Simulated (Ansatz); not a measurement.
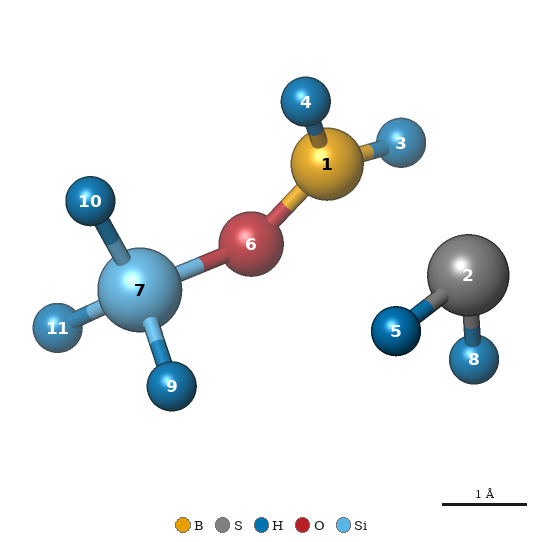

Orthographic view. Distant atoms are faded towards the background colour. Computed geometry: PBE0-D4/def2-TZVP optimisation.

List the bonded neighbours of every atom.

B1: H3, H4, O6
S2: H5, H8
H3: B1
H4: B1
H5: S2
O6: B1, Si7
Si7: O6, H9, H10, H11
H8: S2
H9: Si7
H10: Si7
H11: Si7
